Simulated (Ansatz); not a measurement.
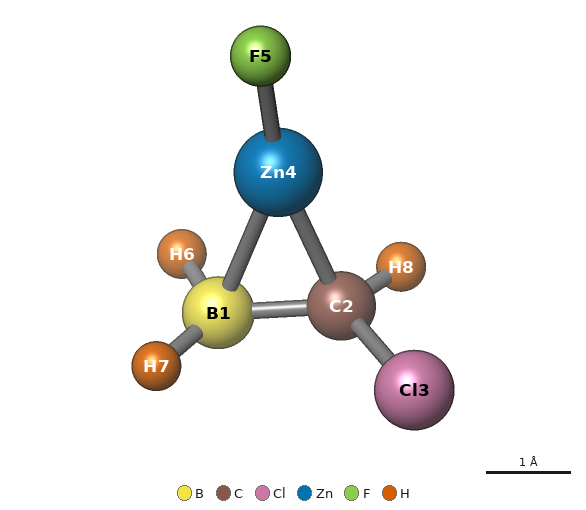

Orthographic view. Distant atoms are faded towards the background colour. Computed geometry: PBE-D4/def2-SVP optimisation. No frequency run is at hand to confirm it as a minimum.

Write a Z-matrix (Å, degrees) in the order of the atom numbers, with these reference atoms: 2 to 1; 3 to 2, 1; 4 to 2, 1, 3; 5 to 4, 1, 2; 6 to 1, 2, 3; 7 to 1, 6, 2; 8 to 2, 1, 7.

```
B  
C    1   1.502
Cl   2   1.779   1   124.4
Zn   2   2.063   1    76.5   3  -101.2
F    4   1.752   1   154.3   2  -176.2
H    1   1.224   2   116.4   3  -175.5
H    1   1.218   6   121.2   2   173.9
H    2   1.108   1   123.8   7   172.3
```
